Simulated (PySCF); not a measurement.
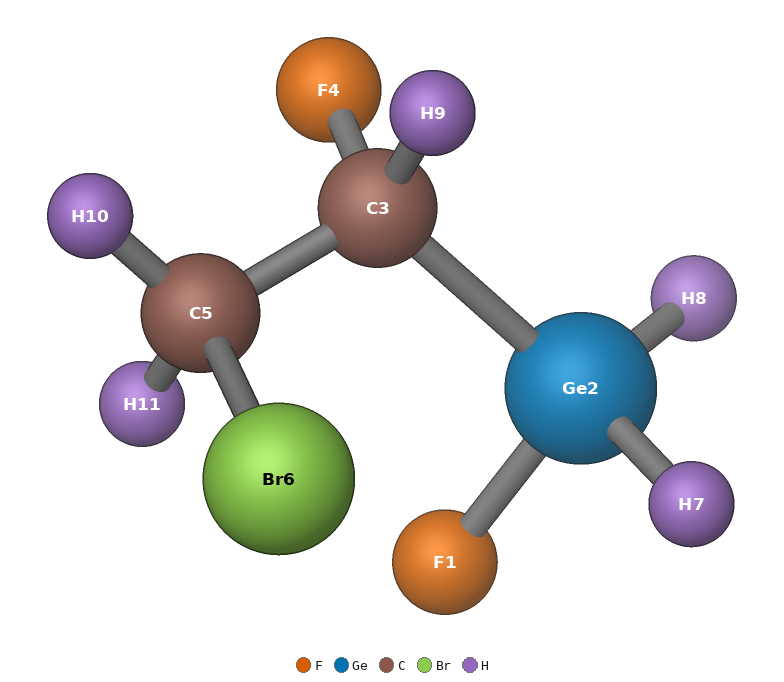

The computed structure is the end point of a GFN2-xTB optimisation. No frequency run is at hand to confirm it as a minimum. Properties computed with B3LYP/pcJ-1 (pcSseg-1 on Br) (pcSseg-1 on Ge) indirect spin-spin coupling, non-relativistic, gas phase (PySCF 2.14.0). Isotopes: 13C, 19F, 1H.

Give the spin–spin coupling constants of these pairs, with the number of bonds between them: C3/F4, F1/H8, F4/C5, F4/H9, F1/F4, F4/H7, F4/H11, F4/H10.

| pair | bonds apart | J (Hz) |
| --- | --- | --- |
| C3, F4 | 1 | −251.7 |
| F1, H8 | 2 | 38.7 |
| F4, C5 | 2 | 18.1 |
| F4, H9 | 2 | 55.5 |
| F1, F4 | 3 | −2.9 |
| F4, H7 | 3 | 26.0 |
| F4, H11 | 3 | 4.8 |
| F4, H10 | 3 | 6.8 |

Density functionals are unreliable for couplings to fluorine, so those rows may be far off.

The geometry is semi-empirical. Around Br, Ge such bond lengths and angles can be off by a tenth of an ångström or more and by several degrees, and values that hang on the shape move with them.
